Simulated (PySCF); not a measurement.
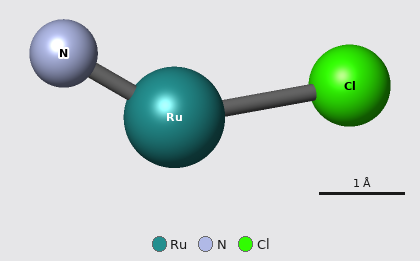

The structure as given in the input (ball-and-stick view, seen at a tilt). Sticks mark near contacts. Bond lengths as drawn: Cl–Ru 2.28 Å and N–Ru 1.54 Å.

Frequency calculation of RuNCl

RuNCl, computed with RKS-based PBE0, Ru def2-TZVP with ECP28, N def2-TZVP, Cl def2-TZVP; non-relativistic Hamiltonian with a scalar-relativistic core potential; density fitting (PySCF 2.14.0).

### Output
```
init E= -609.649006400501
  HOMO = -0.261704349046782  LUMO = -0.133589254178589  gap/eV = 3.48619
cycle= 1 E= -609.649006400499  delta_E= 1.93e-12  |g|= 4.02e-06  |ddm|= 2.49e-06
  HOMO = -0.261703379423511  LUMO = -0.133588925256917  gap/eV = 3.48617
Extra cycle  E= -609.649006400449  delta_E= 4.98e-11  |g|= 1.69e-05  |ddm|= 8.44e-06
converged SCF energy = -609.649006400449
```

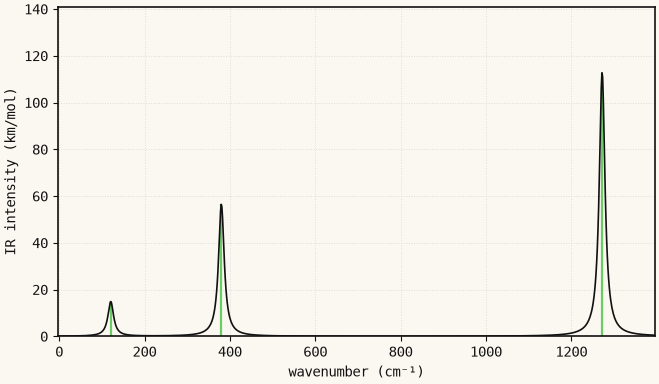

Harmonic infrared spectrum, unscaled: sticks (degenerate modes added up, dark ones marked on the axis) with a Lorentzian envelope of 16 cm⁻¹ full width, scaled to the tallest stick. 3 modes from 121 to 1272 cm⁻¹, none imaginary. The strongest line is at 1272 cm⁻¹ (113 km/mol). All modes, in cm⁻¹ (km/mol): 121 (14.8), 380 (56), 1272 (113).

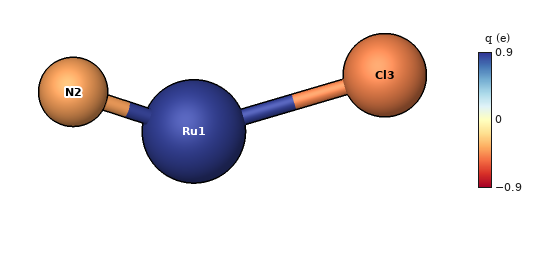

Mulliken charges, as the colour of each atom (ball-and-stick view, seen at a tilt; atoms are numbered from 1 in the order of the input). By element: Ru +0.86, N −0.39 and Cl −0.47 e.

This output came from the following input.

### Input file
```python
from pyscf import gto, scf, dft
mol = gto.M(atom='''
Ru    -0.350163     0.000000    -0.247392
N     -1.824370     0.000000     0.208718
Cl     1.750359     0.000000     0.631822''',
    basis={'Ru': 'def2-TZVP', 'N': 'def2-TZVP', 'Cl': 'def2-TZVP'},
    ecp={'Ru': 'def2-TZVP'},
    charge=0, spin=0)
mf = dft.RKS(mol, xc='PBE0')
mf.grids.atom_grid = (75, 302)
aux = {'Ru': 'def2-universal-JKFIT', 'N': 'def2-universal-JKFIT', 'Cl': 'def2-universal-JKFIT'}
mf = mf.density_fit(auxbasis=aux)
mf.conv_tol = 1e-09
mf.diis_space = 10
mf.max_cycle = 60
mf.verbose = 4
mf.kernel()
```

The script is an equivalent of the set-up of the self-consistent field. The run itself was carried out by a driver, which started from the orbitals of the step before it where there was one and computed the further properties.

Launch command:
```bash
OMP_NUM_THREADS=2 python axn.py task.json out
```

### Key numbers

| quantity | value |
| --- | --- |
| outcome | converged |
| total energy | −609.649006 hartree |
| HOMO | −7.12 eV |
| LUMO | −3.64 eV |
| zero-point energy | 0.004039 hartree |
| dipole moment | 3.05 D |
| wavenumbers, lowest and highest | 121 and 1272 cm⁻¹ |
| hardware | 2 threads of Arm Neoverse N1, 54 GiB of memory available, shared host |
| wall time | 61 s (CPU time 1.8 min) |
| peak memory | 1 GiB |
